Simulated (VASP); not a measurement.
Band structure of TlCl (CsCl type). All values below come from PBE GGA with D3 dispersion (zero damping), VASP's PBE PAW potentials (set 64) (plane waves; VASP).

Unless said otherwise, spin-orbit coupling is left out, though it shifts the bands of the heavy elements here.

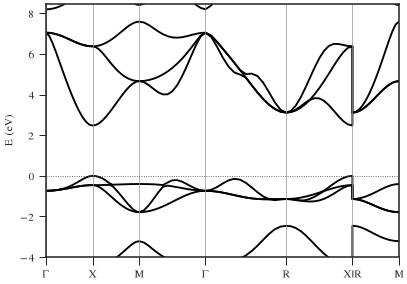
Fig. 1. Bands along high-symmetry lines, zero at the valence-band maximum or, without a gap, the Fermi level

Problem. Read the plot: is there a gap, and where are the band edges?

Solution. The gap is direct, 2.48 eV, from the valence maximum at X to the conduction minimum at X. (Edges off the drawn lines would not show.)

The compound is TlCl in the CsCl type structure. It was relaxed first, which changed the volume by +22 %.
